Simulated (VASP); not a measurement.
```yaml
crystal:
  lattice:
    - [0.00000, 2.66361, 2.66361]
    - [2.66361, 0.00000, 2.66361]
    - [10.88616, 10.88616, -0.23172]
  atoms:
    - { symbol: Hg, position: [0.01843, 0.01843, 0.98618] }
    - { symbol: Se, position: [0.20276, 0.20276, 0.09793] }
    - { symbol: Se, position: [0.23247, 0.23247, 0.32564] }
    - { symbol: Se, position: [0.25880, 0.25880, 0.55590] }
    - { symbol: Se, position: [0.28813, 0.28813, 0.78390] }
    - { symbol: Be, position: [0.97282, 0.97282, 0.27038] }
    - { symbol: Be, position: [0.00040, 0.00040, 0.49970] }
    - { symbol: Be, position: [0.02619, 0.02619, 0.73036] }
```

Method: PBEsol GGA, VASP's PBE PAW potentials (set 64) (plane waves; VASP 6.6.1). Run with 400 eV cut-off, 8×8×2 Γ-centred mesh, tetrahedra with Blöchl corrections, potentials Hg Se Be.

Unless said otherwise, spin-orbit coupling is left out, though it shifts the bands of the heavy elements here.

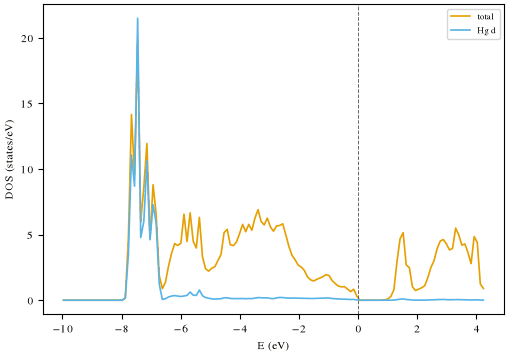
*Total and projected density of states, zero at the valence-band maximum*

Within 2 eV below the valence-band maximum the largest weight inside VASP's projection spheres is Se p.

The gap is direct, 0.76 eV, from the valence maximum at Γ to the conduction minimum at Γ.

The structure was generated: Be3HgSe4 was put into an ordered model structure (R3m), which need not be its known phase. It was relaxed first.
